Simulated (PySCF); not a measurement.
```xyz
15

O    -2.6612    1.1927    0.0926
C    -2.9960   -0.1175    0.0454
O    -2.0519   -1.0655    0.1751
Si   -0.4401   -1.1499    0.2725
S     0.4194    0.4934    1.3840
C     1.6724    0.9769    0.1407
C     2.1221   -0.2009   -0.6948
S     0.7027   -0.9826   -1.5382
H    -1.8605    1.3084    0.6282
H    -3.8044   -0.3456   -0.6303
H    -0.2655   -2.4203    0.9366
H     2.5104    1.3972    0.6961
H     1.2307    1.7517   -0.4866
H     2.6123   -0.9584   -0.0828
H     2.8052    0.1283   -1.4771
```

Geometry: GFN2-xTB.

Computed with UKS B3LYP, pcH-1 on C H O S Si, non-relativistic, mean-field spin-orbit, GIAO (PySCF 2.14.0, density-fitted response routines).

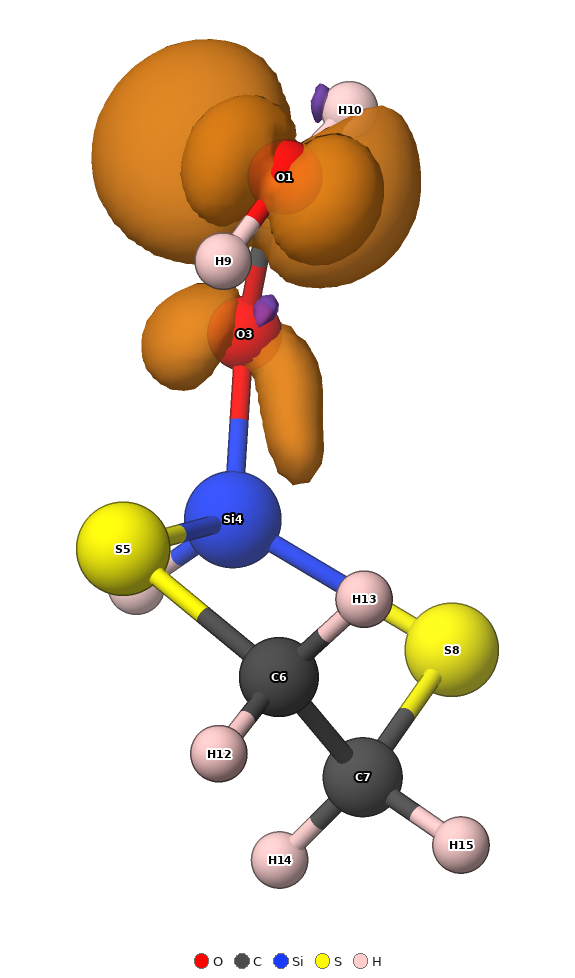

C3H7O2S2Si (doublet). Isosurfaces of the spin density at +0.03 (orange) and −0.03 e/Å³ (purple), seen at an oblique angle.

Describe the spin distribution.

The unpaired spin (1 electron) lies mostly on C2 (about 0.6), O1 (about 0.2) and O3 (about 0.1), in electrons by Hirshfeld's partition.
